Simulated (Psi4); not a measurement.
# SiH3O2 (SMILES [O][SiH2]O): UB3LYP/def2-TZVP

What is the vertical ionisation energy of SiH3O2 at UB3LYP/def2-TZVP? 

Program for the calculation: Psi4 1.11.

2 further runs of the same task are left out: 2 set aside as unsound or not needed.

### 1 The system as given

SiH3O2: 6 atoms, total charge 0, spin state doublet. SMILES: `[O][SiH2]O`. Geometry: relaxed at PBE0-D4/def2-TZVP. This is one conformer, not always the lowest.

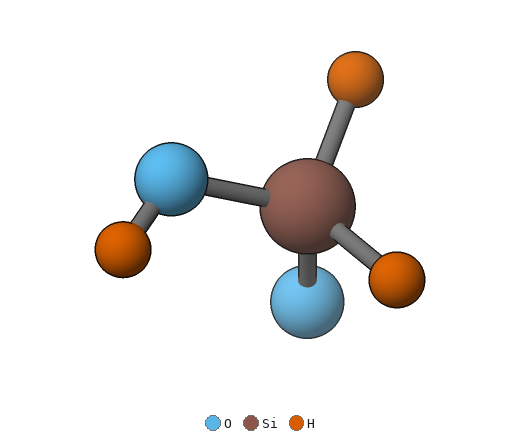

Viewed from a chosen angle; oxygen blue, silicon brown, hydrogen orange.

### 2 Energy and gradient at UB3LYP/def2-TZVP

Input file job.in:

```
memory 1.6 GB

molecule m {
  0 2
  O
  Si 1 r2
  O 2 r3 1 a3
  H 2 r4 3 a4 1 d4
  H 2 r5 4 a5 1 d5
  H 3 r6 2 a6 5 d6

  r2 = 1.647442
  r3 = 1.63214
  a3 = 117.21792
  r4 = 1.49439
  a4 = 112.70711
  d4 = -112.99337
  r5 = 1.478845
  a5 = 113.81224
  d5 = -116.41695
  r6 = 0.95853
  a6 = 119.0274
  d6 = 179.93881
  units angstrom
  symmetry c1
  no_reorient
  no_com
}

set {
  basis def2-TZVP
  reference uks
  puream true
  e_convergence 1e-09
  d_convergence 1e-08
  scf_type pk
  dft_radial_points 99
  dft_spherical_points 590
  maxiter 200
}

result, w = gradient('b3lyp', return_wfn=True)
oeprop(w, 'MAYER_INDICES', 'MULLIKEN_CHARGES', 'DIPOLE')
```

Command:

```
psi4 -i job.in -o job.out -n 1
```

job.out:

```text
[...]
  Running in c1 symmetry.
[...]
  Nuclear repulsion =  110.735251700059365
[...]
  Multiplicity = 2
[...]
  Nalpha       = 17
  Nbeta        = 16
[...]
    Number of basis functions: 117
[...]
   @UKS iter   1:  -441.44592976389998   -2.51055e-01   8.67037e-03 DIIS/ADIIS
[...]
   @UKS iter  19:  -441.85081802413396   -5.51381e-12   3.19738e-09 DIIS
[...]
   @S^2 Observed:                7.545761430E-01
[...]
    Orbital Energies [Eh]
    ---------------------
    Alpha Occupied:
       1A    -66.151780     2A    -19.181395     3A    -19.149625
       4A     -5.310158     5A     -3.669018     6A     -3.668311
       7A     -3.667454     8A     -1.031600     9A     -0.992687
      10A     -0.585370    11A     -0.490424    12A     -0.438762
      13A     -0.416593    14A     -0.399704    15A     -0.363262
      16A     -0.347160    17A     -0.336999
    Alpha Virtual:
      18A      0.002536    19A      0.025439    20A      0.065054
      21A      0.077980    22A      0.096571    23A      0.145814
      24A      0.173526    25A      0.208255    26A      0.227773
[...]
  @UKS Final Energy:  -441.85081802413396
   => Energetics <=
    Nuclear Repulsion Energy =            110.7352517000593650
    One-Electron Energy =                -830.6514072367472181
    Two-Electron Energy =                 309.7745577560987726
    DFT Exchange-Correlation Energy =     -31.7092202435449018
    Empirical Dispersion Energy =           0.0000000000000000
    VV10 Nonlocal Energy =                  0.0000000000000000
    Total Energy =                       -441.8508180241339574
[...]
  -Total Gradient:
     Atom            X                  Y                   Z
    ------   -----------------  -----------------  -----------------
       1       -0.000170640420    -0.000315206133     0.000738193066
       2        0.001165333015    -0.003644284829     0.000904608042
       3        0.001100342241     0.000808940725    -0.001893353672
       4        0.000841438128     0.000332883866    -0.000056649455
       5       -0.001280427728     0.000416081988     0.000252106612
       6       -0.001673445060     0.002407189221     0.000072088188
[...]
 Multipole Moments:
 ------------------------------------------------------------------------------------
     Multipole            Electronic (a.u.)      Nuclear  (a.u.)        Total (a.u.)
 ------------------------------------------------------------------------------------
 L = 1.  Multiply by 2.5417464519 to convert [e a0] to [Debye]
 Dipole X            :         -0.2595703            0.6878178            0.4282474
 Dipole Y            :         -0.6839324            0.4874846           -0.1964478
 Dipole Z            :         -1.3157808            1.7895271            0.4737463
 Magnitude           :                                                    0.6681491
[...]
  Mulliken Charges: (a.u.)
   Center  Symbol    Alpha    Beta     Spin     Total
       1     O     4.59710  3.71268  0.88441 -0.30978
       2    SI     6.69062  6.72082 -0.03020  0.58855
       3     O     4.25450  4.25572 -0.00122 -0.51022
       4     H     0.57113  0.47415  0.09698 -0.04528
       5     H     0.54729  0.49734  0.04995 -0.04462
       6     H     0.33937  0.33928  0.00008  0.32135
   Total alpha = 17.00000, Total beta = 16.00000, Total charge = -0.00000
  Mayer Bond Indices:
[...]
```

Wall time 36 s (1 thread of Intel Xeon 6975P-C (Granite Rapids), shared host); peak memory 0.71 GiB.

### 3 The singlet cation: a single-point energy at B3LYP/def2-TZVP

Input file h3o2si.in:

```
memory 1.6 GB

molecule system {
  1 1
  O
  Si 1 R2
  O 2 R3 1 A3
  H 2 R4 3 A4 1 D4
  H 2 R5 4 A5 1 D5
  H 3 R6 2 A6 5 D6

  R2 = 1.647442
  R3 = 1.63214
  A3 = 117.21792
  R4 = 1.49439
  A4 = 112.70711
  D4 = -112.99337
  R5 = 1.478845
  A5 = 113.81224
  D5 = -116.41695
  R6 = 0.95853
  A6 = 119.0274
  D6 = 179.93881
  units angstrom
  symmetry c1
}

set basis def2-TZVP
set puream true
set e_convergence 1e-09
set d_convergence 1e-08
set scf_type pk
set dft_radial_points 99
set dft_spherical_points 590

energy_value = energy('b3lyp')
```

Command:

```
psi4 h3o2si.in h3o2si.out -n 1
```

h3o2si.out:

```text
[...]
  Running in c1 symmetry.
[...]
  Nuclear repulsion =  110.735251700059365
[...]
  Multiplicity = 1
[...]
  Nalpha       = 16
  Nbeta        = 16
[...]
    Number of basis functions: 117
[...]
   @RKS iter   1:  -441.07680348393944    1.18072e-01   7.69506e-03 DIIS/ADIIS
[...]
   @RKS iter  18:  -441.39505192125768   -3.06954e-11   6.24642e-09 DIIS
[...]
    Orbital Energies [Eh]
    ---------------------
    Doubly Occupied:
       1A    -66.435083     2A    -19.491144     3A    -19.412772
       4A     -5.594407     5A     -3.953641     6A     -3.952441
       7A     -3.951186     8A     -1.283187     9A     -1.250457
      10A     -0.842805    11A     -0.755923    12A     -0.685263
      13A     -0.678845    14A     -0.640954    15A     -0.614996
      16A     -0.601827
[...]
  @RKS Final Energy:  -441.39505192125768
   => Energetics <=
    Nuclear Repulsion Energy =            110.7352517000593650
    One-Electron Energy =                -821.5291364330229271
    Two-Electron Energy =                 300.7770915475003903
    DFT Exchange-Correlation Energy =     -31.3782587357945388
    Empirical Dispersion Energy =           0.0000000000000000
    VV10 Nonlocal Energy =                  0.0000000000000000
    Total Energy =                       -441.3950519212576751
[...]
 Multipole Moments:
 ------------------------------------------------------------------------------------
     Multipole            Electronic (a.u.)      Nuclear  (a.u.)        Total (a.u.)
 ------------------------------------------------------------------------------------
 L = 1.  Multiply by 2.5417464519 to convert [e a0] to [Debye]
 Dipole X            :         -0.0935110            0.6878178            0.5943067
 Dipole Y            :          0.0535454            0.4874846            0.5410300
 Dipole Z            :         -1.1189460            1.7895271            0.6705811
 Magnitude           :                                                    1.0467058
[...]
```

It took 19 s on 1 thread of Intel Xeon 6975P-C (Granite Rapids), shared host; peak memory 0.71 GiB.

### 4 Results

Level: UB3LYP/def2-TZVP.

| quantity | value |
| --- | --- |
| doublet SiH3O2: total energy | -441.85082 Eh |
| doublet SiH3O2: dipole moment | 1.70 D |
| doublet SiH3O2: HOMO energy (highest over α and β) | -8.87 eV |
| doublet SiH3O2: LUMO energy (lowest over α and β) | -5.20 eV |
| doublet SiH3O2: ⟨S²⟩ | 0.755 |
| doublet SiH3O2: largest force on an atom | 0.202 eV/Å |
| singlet cation: total energy | -441.39505 Eh |
| singlet cation: HOMO energy | -16.38 eV |
| singlet cation: LUMO energy | -14.70 eV |
| singlet cation: HOMO–LUMO gap | 1.68 eV |
| vertical ionisation energy (to the singlet cation) | 12.402 eV |

What this shows: The vertical ionisation energy comes to 12.40 eV (1197 kJ/mol). Only the singlet of the ionised species was computed; a triplet could lie lower. Mulliken charges (doublet SiH3O2) run from -0.51 on O3 to +0.59 on Si2.
